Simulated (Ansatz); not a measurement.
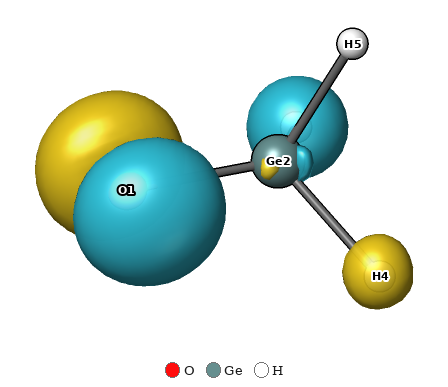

*GeH3O (charge −1). The HOMO at ±0.2 Å⁻³ᐟ² (yellow and cyan are the two phases), seen at a tilt.*

Theory: UHF/def2-SVP in Ansatz.

```xyz
5

O    -1.5301    0.4367    0.7454
Ge   -0.0815    0.0233    0.0397
H    -0.0653   -0.0755   -1.5443
H     0.5338   -1.3809    0.4506
H     1.1432    0.9963    0.3086
```

### What is the character of this orbital?

By Hirshfeld shares it lies mainly on O1 (about 70 %) and Ge2 (about 15 %); largely a lone pair of O1. It is one of a degenerate set, so its orientation is arbitrary. Its energy is −4.06 eV.
